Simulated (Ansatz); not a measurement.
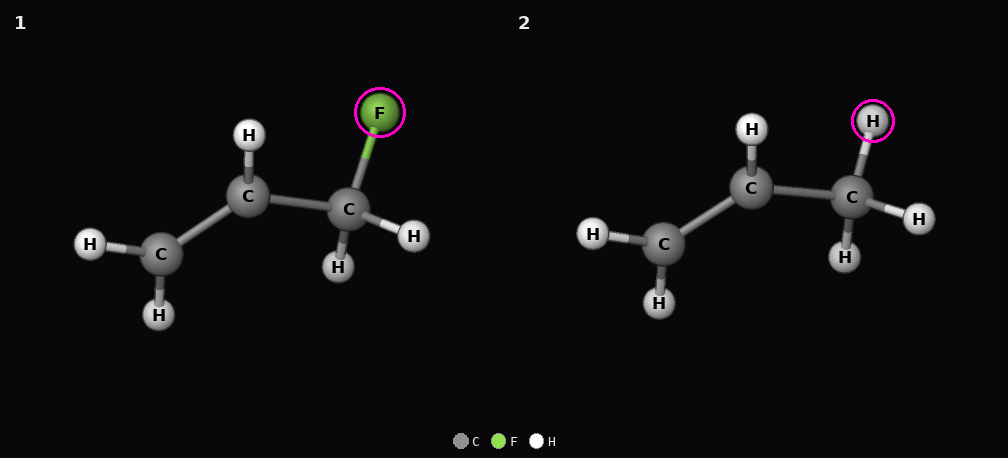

2 molecules with one skeleton, seen from the same side and at one scale; the atom that differs is circled. Charge 0, singlet. Computed geometries: PBE0-D4/def2-TZVP optimisations, one conformation each. Properties computed with Ansatz 0.2.0.

One atom differs, called X below: F in panel 1, H in panel 2. Their formulas are C3H5F (`C=CCF`), C3H6 (`C=CC`).

In which is the length of X–C larger (PBE0-D4/def2-TZVP)?

Answer. In panel 1 (X = F).

In which is the HOMO energy (Kohn–Sham orbital) higher (PBE-D4/def2-TZVPP)?

Answer. In panel 2 (X = H).

Give the values. With PBE0-D4/def2-TZVP: length of X–C (Å), angle C–C–X (°). With PBE-D4/def2-TZVPP: dipole moment (D), HOMO energy (Kohn–Sham orbital) (eV), HOMO–LUMO gap (eV).

| quantity | 1 (F) | 2 (H) | 2 − 1 |
| --- | --- | --- | --- |
| length of X–C (Å) | 1.387 | 1.095 | −0.292 |
| angle C–C–X (°) | 110.3 | 111.0 | +0.7 |
| dipole moment (D) | 1.70 | 0.44 | −1.26 |
| HOMO energy (Kohn–Sham orbital) (eV) | −6.88 | −6.24 | +0.64 |
| HOMO–LUMO gap (eV) | 5.57 | 5.64 | +0.07 |
